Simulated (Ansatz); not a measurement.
**CHInOSi (SMILES [CH]1=[Si]2[O][In]12) (triplet): density, localisation and related maps**

Input

```
crystal:
  periodic: [false, false, false]
  atoms:
    - {symbol: C, position_ang: [-1.061561, -1.377371, 2.156102]}
    - {symbol: In, position_ang: [-2.237896, 0.780393, 2.440001]}
    - {symbol: O, position_ang: [-2.783745, -0.145745, 0.457166]}
    - {symbol: Si, position_ang: [-1.919048, -1.513313, 0.488203]}
    - {symbol: H, position_ang: [-0.355800, -2.054261, 2.663228]}
basis:
  gaussian: {orbitals: def2-TZVPD}
magnetization: {spin_polarized: true, initial_magnetization: 2}
hamiltonian: {xc: {name: PBE0}}
output: {forces: true, orbitals: {seedname: orbitals}}
```

Command:

```sh
ansatz run input.yaml --threads 1 --pin off --max-ram 2610MiB --events-out events.jsonl --progress --plain --runs-dir runs
```

Geometry: B3LYP-D3(BJ)/def2-SVP; core potentials replace the inner electrons of In.

All numbers below come from Ansatz 0.2.0, isolated molecule in a Gaussian basis; Kohn-Sham density functional theory, functional PBE0.

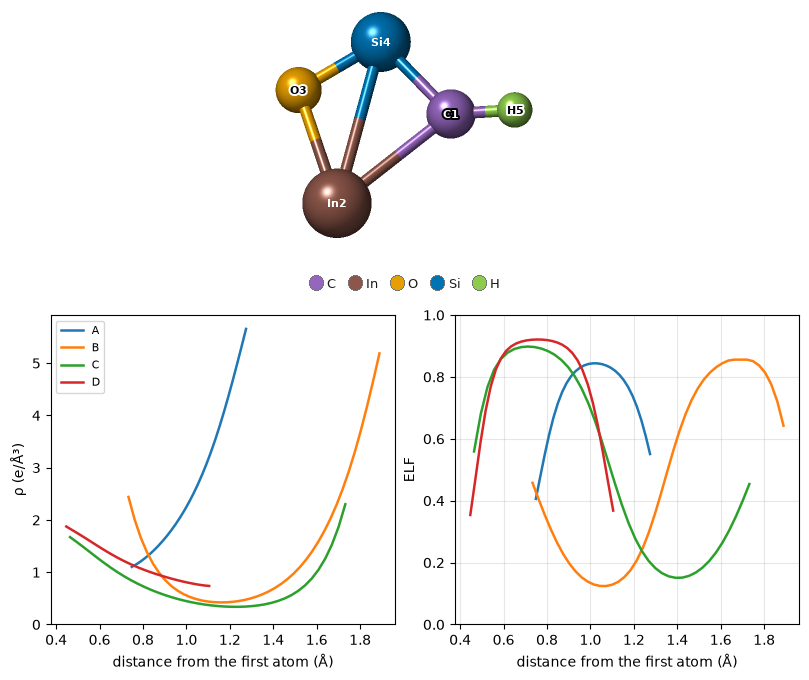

Figure 1. Electron density and electron localisation function along straight lines between neighbouring atoms. The curves leave out the atomic cores. The structure is drawn too.

### Which curve belongs to which contact (C–In, C–Si, In–O and Si–O)? The first atom named is at distance zero.

Curve A: Si–O (1.62 Å): ρ is about 1.3 e/Å³ halfway; the ELF peaks at about 0.85 between the atoms; a polar covalent bond. Curve B: In–O (2.26 Å): ρ is about 0.43 e/Å³ halfway; the ELF peaks at about 0.85 in the valence shell of O, 0.6 Å from its nucleus, and drops to about 0.10 between the two atoms. Curve C: C–In (2.47 Å): the density is about 0.34 e/Å³ at the midpoint; the ELF peaks at about 0.90 in the valence shell of C, 0.7 Å from its nucleus, and drops to about 0.15 between the two atoms. Curve D: C–Si (1.88 Å): the density is about 0.87 e/Å³ at the midpoint; the ELF peaks at about 0.90 between the atoms: a covalent bond.

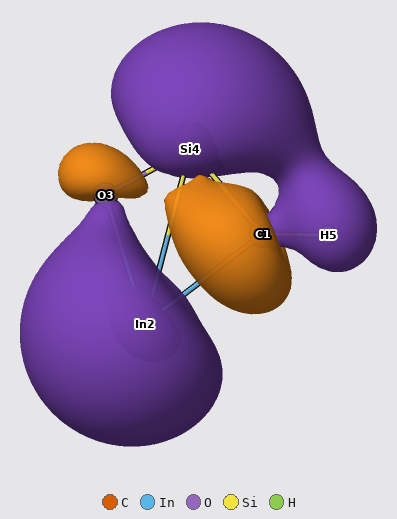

Figure 2. The HOMO (β) at ±0.06 Å⁻³ᐟ² (orange and purple are the two phases), seen across its widest extent.

### What is the character of this orbital?

By Hirshfeld shares it lies mainly on Si4 (about 40 %), In2 (about 35 %) and C1 (about 20 %); it is symmetric in the molecular plane (an in-plane orbital: σ, lone-pair or in-plane π type). Its energy is −6.80 eV.
